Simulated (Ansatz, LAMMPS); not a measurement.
# Elastic response of amorphous Cd12Hg24S36 (72 atoms): runs compared

Aim: relax amorphous Cd12Hg24S36 (72 atoms), then change its volume and shape to read moduli from the stress.

Computed with Ansatz 0.2.0: Kohn-Sham DFT, r2SCAN, PAW (set soft_2), plane waves.

## (1) The cell as built

The cell holds 72 atoms: 12 Cd, 24 Hg and 36 S. Cell: a = 12.348 Å, b = 12.348 Å, c = 12.348 Å, α = 90.0°, β = 90.0°, γ = 90.0°. 72 atoms (12 Cd, 24 Hg, 36 S) placed at random at 6.45 g/cm³, melted at 2500 K for 10 ps at fixed volume with the Stillinger-Weber II-VI potential (Zhou et al., Phys. Rev. B 88, 085309 (2013)). Quenched from 2500 K to 100 K at 1000 K/ps and fixed volume, held 5 ps, then minimised at fixed cell.

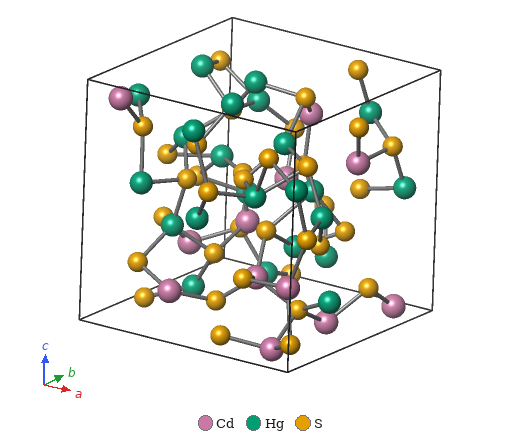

The cell as built.

Limits known from the start: The quench rate of 1000 K/ps is many orders above laboratory rates, so the cell is likely richer in defects and strain than a real sample. The starting topology of bonds comes from the classical model, and needn't be the one that DFT or experiment would give. Sampling is at Γ alone. No spin–orbit coupling is included, so levels derived from the heavy atoms are approximate.

## (2) The reference run

The reference is a single point at the end of the relaxation.

Every strained cell starts from the geometry of this run, and its atoms are relaxed with the cell held.

Its input, with most atom lines left out:

```yaml
crystal:
  lattice:
    - [11.23655, 0.90648, -0.03189]
    - [0.90648, 12.20551, 0.6645]
    - [-0.03189, 0.6645, 14.26818]
  atoms:
    - { symbol: Cd, position: [0.3699, 0.59387, 0.32214] }
    - { symbol: Cd, position: [0.34302, 0.07368, 0.22971] }
    - { symbol: Cd, position: [0.60138, 0.33359, 0.21403] }
    - { symbol: Cd, position: [0.08761, 0.60301, 0.75643] }
    - { symbol: Cd, position: [0.09051, 0.97634, 0.05768] }
    - { symbol: Cd, position: [0.9863, 0.65288, 0.23642] }
    - { symbol: Cd, position: [0.71066, 0.75621, 0.81494] }
    [... atom lines 8 to 72 left out ...]
kpoints:
  mp_grid: { grid: [1, 1, 1] }
hamiltonian:
  xc: r2scan
scf:
  occupations: { method: fermi_dirac, width: 0.05 }
output:
  forces: true
  stress: true
  populations: true
  dos:
    method: { smearing: { sigma: 0.15 } }
    de: 0.1
    projected: { site_lists: { Cd: [Cd], Hg: [Hg], S: [S] } }
  eigenvalues: true
  write_density: true
  write_potential: true
  volumetric_format: npy
```

- free energy per atom: -6440.4727 eV/atom
- r.m.s. force component: 0.0073 eV/Å
- pressure: 0.002436 GPa

Filled and empty levels are parted by 1.42 eV (at Γ alone); a semilocal functional tends to put such gaps too low. In a disordered cell it changes from sample to sample, and tail or defect levels can set it.

## (3) The runs

Each row is one run, on 8 threads of Arm Neoverse V1, shared host. The free energy is the program's total, comparable only between runs with the same functional, potentials and atoms.

```csv
run,atoms,outcome,"ionic steps, all passes",free energy (eV),time,host memory (GiB)
Single point at the start,72,converged,-,-463688.583,45 s,5.9
Cell and atoms relaxed,72,converged,55,-463714.031,39 min,6.1
Single point at the relaxed geometry,72,converged,-,-463714.031,60 s,6.1
Volume -3 %,72,converged,5,-463713.917,4.1 min,6.0
Volume +3 %,72,converged,5,-463713.948,4.4 min,6.3
Volume -6 %,72,converged,6,-463713.541,4.5 min,5.7
Volume +6 %,72,converged,8,-463713.754,6.3 min,6.4
Volume -10 %,72,converged,11,-463712.628,7.3 min,5.5
Stretched by 1 % along x,72,converged,3,-463714.012,2.5 min,6.1
```

In some runs the program notes that the SCF threshold is loose for the stress.

## (4) Pressure against volume

Atoms are relaxed at each volume, in the scaled cell.

```csv
volume change (%),volume (Å³/atom),energy change (meV/atom),pressure (GPa),largest move on relaxing (Å),bonds,gap (eV)
-10,24.251,19.49,2.70,0.90,111,1.29
-6,25.329,6.81,1.48,0.21,103,1.38
-3,26.138,1.58,0.66,0.10,101,1.40
+0,26.946,0.00,0.00,-,100,1.42
+3,27.754,1.15,-0.51,0.12,100,1.42
+6,28.563,3.85,-0.73,0.48,101,1.45
```

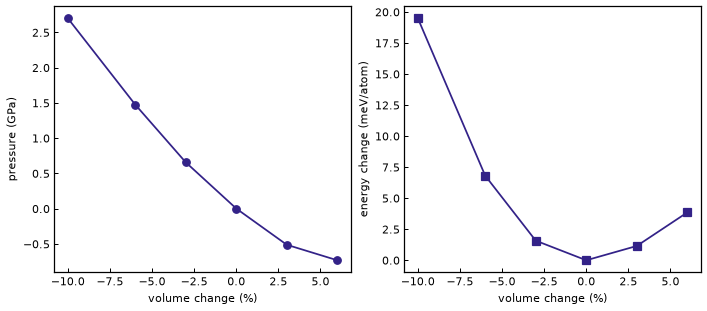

Pressure and energy against volume.

## (5) Uniaxial strain and shear

Stress (GPa, compression positive) less that of the relaxed cell, atoms relaxed:

```csv
strain,xx,yy,zz,xy,energy change (meV/atom)
stretched by 1 % along x,-0.305,-0.145,-0.148,-0.012,0.27
```

## (6) Outcome

The bulk modulus, from the slope of pressure against ln V over the three points nearest the relaxed volume, is 19.5 GPa; a quadratic over all points gives a pressure derivative of about 8.0. The count of bonds runs from 100 to 111 over the series, so at some points contacts cross the cutoffs. At -10 % some atom moved by over 0.5 Å on relaxing, so that point may sit in another local minimum. The gap goes from 1.29 eV at the smallest volume to 1.45 eV at the largest, +0.9 eV per unit of ln V by a straight line, on the run's k-points.

**Limits.** Strains are finite and relaxations stop at the force tolerance of the input, which can leave moduli too stiff; they are those of a static cell at zero temperature. Volumes are changed with the cell's shape held, so in an anisotropic solid the modulus lies over the one under free hydrostatic load. The program notes that the SCF threshold of the relaxations is loose for the stress.

The DFT runs together took 70 min of wall time.

[Logs are printed without paths, hosts, clocks, repeated set-up lines and the standing remarks that a program may print on its own settings, such as how far it seeks lower states.]

[Hosts, paths, dates, database ids (printed as entryN), source tags and the programs' standing remarks are cut or masked in the printed files.]
